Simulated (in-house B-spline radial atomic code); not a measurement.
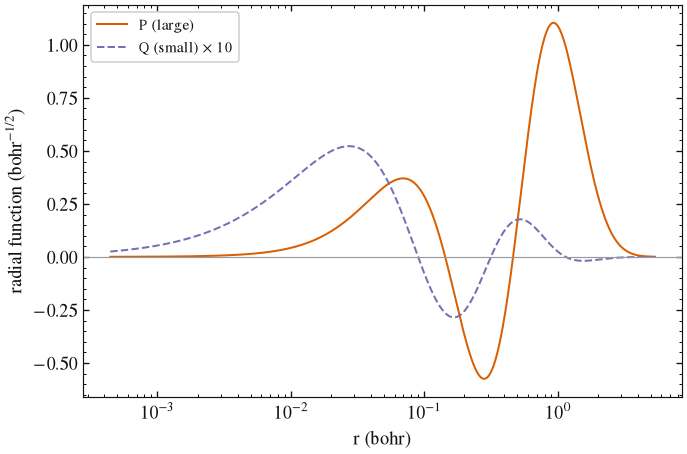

System: the Rh⁺ ion, configuration [Kr] 4d8 (open shells shared over both j by 2j + 1). All numbers are computed, not measured: Dirac-Hartree-Fock, average of configuration, Fermi nucleus, basis-set limit (an in-house B-spline radial code).

The plot shows the large and small radial components of the 4p1/2 spinor.

Q: Describe it and give its main numbers.

Answer: The spinor has κ = 1: the large component has l = 1 and 2 radial nodes (r = 0.144 and 0.464 bohr), the small one has l = 0. The small component carries 0.031 % of the norm; ⟨r⟩ = 1.07 bohr and the eigenvalue is −74.3 eV.
